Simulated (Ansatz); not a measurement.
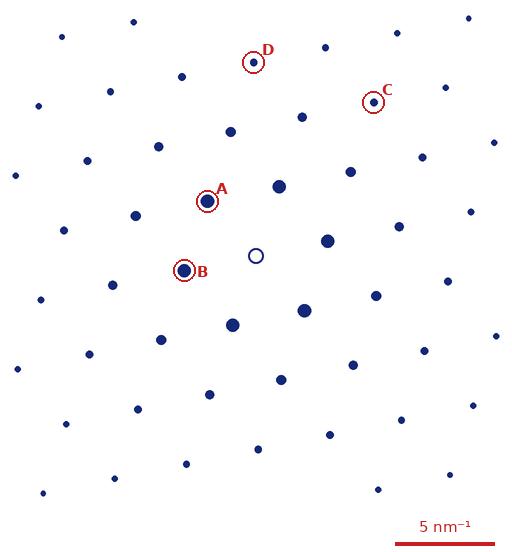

Kinematic zone-axis pattern, calculated for 120 keV electrons with B = 0.3 Å². The zone axis points towards the electron source and the pattern is seen from the source side.

Crystal: Y3V, space group Fm-3m (No. 225), a = 7.62 Å. Structure: the end point of a relaxation with Ansatz, DFT PBE, scalar-relativistic, plane waves, PAW; the starting structure was generated, so it need not be a known form of this composition.

Spot A is indexed -2 0 2 and spot B 0 -2 2.

Question: Index the other marked spots.

Answer: C = 2A − 3B = -4 6 -2 (d = 1.019 Å). D = 3A − 2B = -6 4 2 (d = 1.019 Å).

Question: Which zone axis is this?

Answer: The cross product of A and B is parallel to [111]; every spot obeys hu + kv + lw = 0.

Question: What are the spacings of A and B and the angle between them?

Answer: d(A) = 2.696 Å, d(B) = 2.696 Å, and the angle is 60.0°.
